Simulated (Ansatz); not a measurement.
AlBrGaH3

```yaml
atoms:
  - { symbol: Al, position_ang: [0.4944, 0.1590, -0.0550] }
  - { symbol: Br, position_ang: [0.6876, -0.1679, 2.1937] }
  - { symbol: Ga, position_ang: [0.2776, 0.5253, -2.5772] }
  - { symbol: H, position_ang: [0.9768, 1.5588, -0.8399] }
  - { symbol: H, position_ang: [-0.9636, 0.1292, -0.8807] }
  - { symbol: H, position_ang: [1.2326, -0.8099, -1.2059] }
```

Geometry: BLYP-D3(BJ)/def2-SVP.

Level of theory: isolated molecule in a Gaussian basis; Kohn-Sham density functional theory, functional PBE0 (Ansatz 0.2.0).

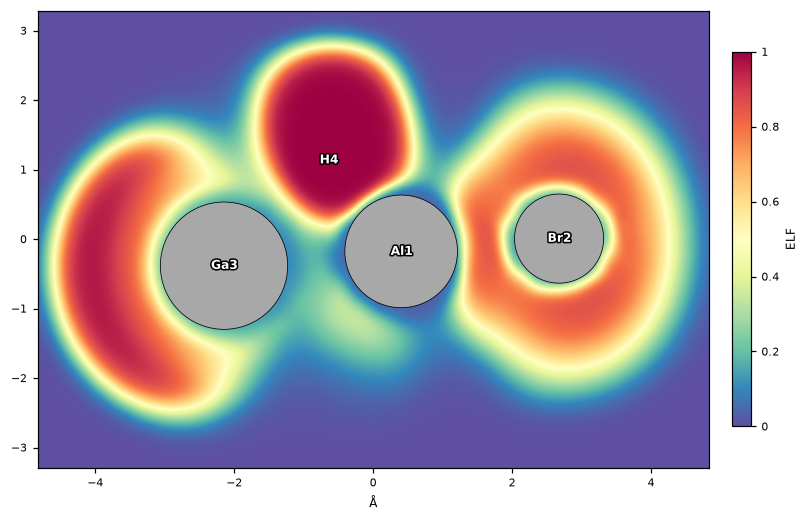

Figure 1. ELF on the plane of atoms Br2, Al1 and H4. Grey discs cover the atomic cores.

Question: Interpret the plot.

Answer:
- The section cuts through Al, Br, Ga and H sites.
- Al–Br (2.28 Å): the ELF peaks at about 0.85 in the valence shell of Br, 1.1 Å from its nucleus, and is about 0.80 at the midpoint.
- Al–Ga (2.56 Å): the ELF is about 0.20 at the midpoint.
- Al–H (1.68 Å): the ELF climbs to about 1 towards the hydrogen.
- The ELF also peaks beside Br2, away from the bonds: lone-pair regions.

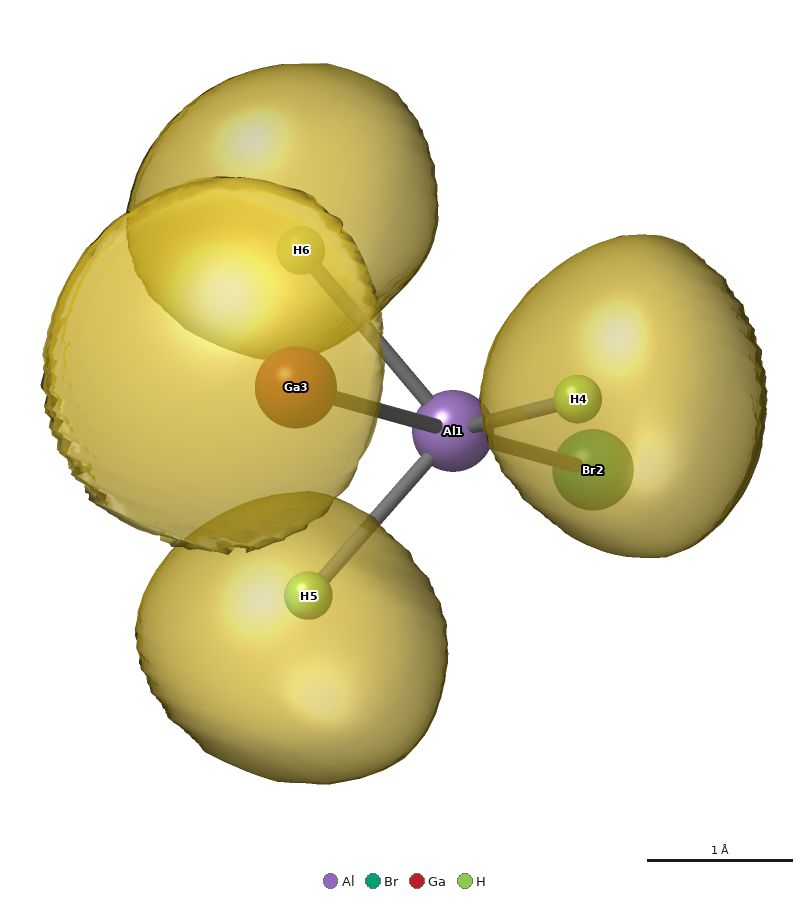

Figure 2. Isosurface of the electron localisation function at 0.9 (yellow), seen at an oblique angle. Only the valence region is drawn (cores and ρ < 0.01 e/Å³ removed).

Question: Identify the bonds, lone pairs and shells in this picture.

Answer: The surface consists of three regions around hydrogen nuclei and one lobe on Ga, pointing away from the bonds (lone pairs).

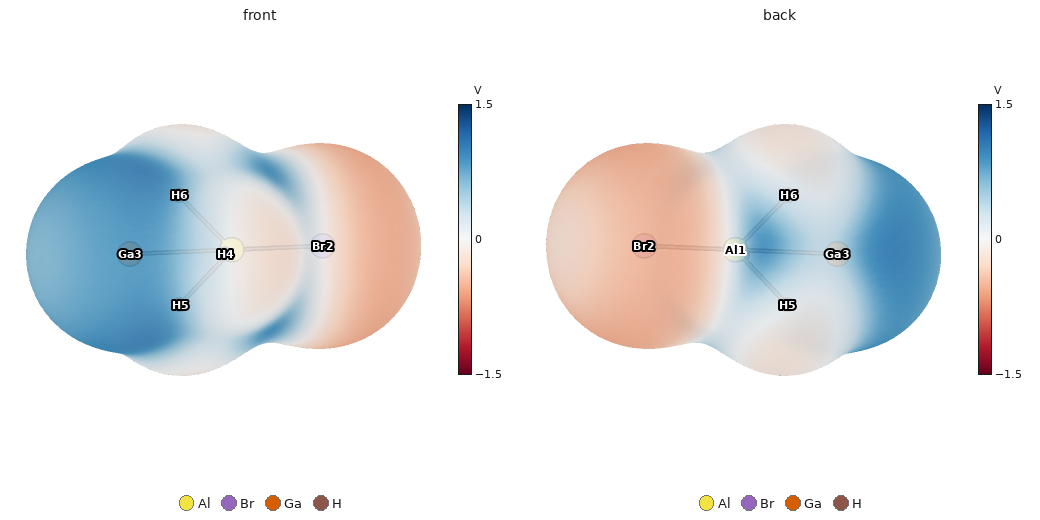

Figure 3. The electrostatic potential painted on the density surface at 0.001 e/bohr³, seen from the front and from behind; red is negative and blue positive.

Question: Which sites attract a positive test charge, and which a negative one?

Answer: A positive charge is drawn to the negative regions and a negative charge to the positive ones. The most negative region (about −0.5 V) lies over Br2, the most positive (about +1.0 V) over Ga3.

Question: How polar is the molecule by this calculation?

Answer: Its dipole moment is 3.00 D.
